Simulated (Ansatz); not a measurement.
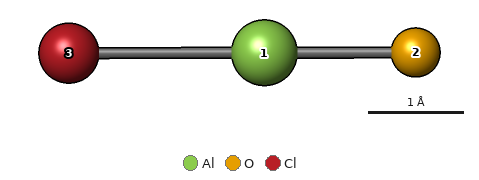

Fig. 1: The input geometry (ball-and-stick view, seen on its broad side; atoms are numbered from 1 in the order of the input). Sticks mark near contacts. Bond lengths as drawn: Al–Cl 2.06 Å and Al–O 1.59 Å.

**Single-point calculation of AlClO**

AlClO, computed with RKS B97M-V/def2-TZVPP (Ansatz 0.2.0).

The geometry comes from this level: PBE0-D4/def2-TZVP.

The program's output
```
Functional definition: B97M-V
  name "B97M-V"
  cite "Mardirossian & Head-Gordon, J. Chem. Phys. 142, 074111 (2015) doi:10.1063/1.4907719"
  cite "Becke, J. Chem. Phys. 107, 8554 (1997) doi:10.1063/1.475007"
  cite "Vydrov & Van Voorhis, J. Chem. Phys. 133, 244103 (2010) doi:10.1063/1.3521275"
  # Of w^i u^j: cxij and so on, Table III.
  parameter cx00 = 1.000
  parameter cx01 = 1.308
  parameter cx02 = 1.901
  parameter cx10 = 0.416
  parameter cx11 = 3.070
  parameter css00 = 1.000
  parameter css02 = -1.855
  parameter css10 = -5.668
  parameter css32 = -20.497
  parameter css42 = -20.364
  parameter cos00 = 1.000
  parameter cos01 = 1.573
  parameter cos03 = -6.298
  parameter cos10 = 2.535
  parameter cos32 = -6.427
  parameter b = 6.0
  parameter c = 0.01
  gx(w, u) = cx00 + cx01*u + cx02*u^2 + (cx10 + cx11*u)*w
  gss(w, u) = css00 + css02*u^2 + css10*w + (css32*w^3 + css42*w^4)*u^2
  gos(w, u) = cos00 + cos01*u + cos03*u^3 + cos10*w + cos32*w^3*u^2
  exchange = spin_sum(e_x_unif_s*gx(b97_w, b97_u_x))
  correlation = spin_sum(e_c_pw_mod_same_spin*gss(b97_w, b97_u_same))
      + integral(e_c_pw_mod_opposite_spin*gos(b97_w_opposite, b97_u_opposite)) + vv10(b, c)
714 factors; their error is unknown
mean field evaluation 1: about -21151.6800 eV, gradient 7.8e1 eV
mean field evaluation 2: about -20971.0211 eV, gradient 1.8e2 eV
mean field evaluation 4: about -21161.7168 eV, gradient 3.1e1 eV
mean field evaluation 8: about -21163.8788 eV, gradient 1.3e0 eV
mean field evaluation 16: about -21163.8737 eV, gradient 1.1e-4 eV
mean field -21163.87374619 eV, -777.7580147836 hartree, gradient 1.7e-5 eV, S^2 0.000000; 0 other end points of the search recorded, 0 dependent functions left out
reference -21163.87379529 eV, -777.7580165880 hartree; 19, 19 occupied and 96, 96 virtual orbitals, 714 factors
Total energy: -21163.87379529 eV, -777.7580165880 hartree
```

This output came from the following input.

Input
```yaml
crystal:
  periodic: [false, false, false]
  atoms:
    - {symbol: Al, position_ang: [-1.212339, 1.304833, -0.385828]}
    - {symbol: O, position_ang: [-1.739153, 0.595872, -1.710566]}
    - {symbol: Cl, position_ang: [-0.531442, 2.221638, 1.326810]}
basis:
  gaussian: {orbitals: def2-TZVPP}
hamiltonian: {xc: {name: B97M-V}}
```

Run as:
```bash
ansatz run in.yaml --threads 4 --pin off --events-out ev --progress --plain --max-ram 9574MiB
```

Results in brief

- outcome: converged
- total energy: −21163.8738 eV
- SCF solution under orbital rotations: stable
- hardware: 4 threads of Arm Neoverse V1, 23 GiB of memory available, shared host
- wall time: 1.9 s (CPU time 6.7 s)
- peak memory: 0.43 GiB
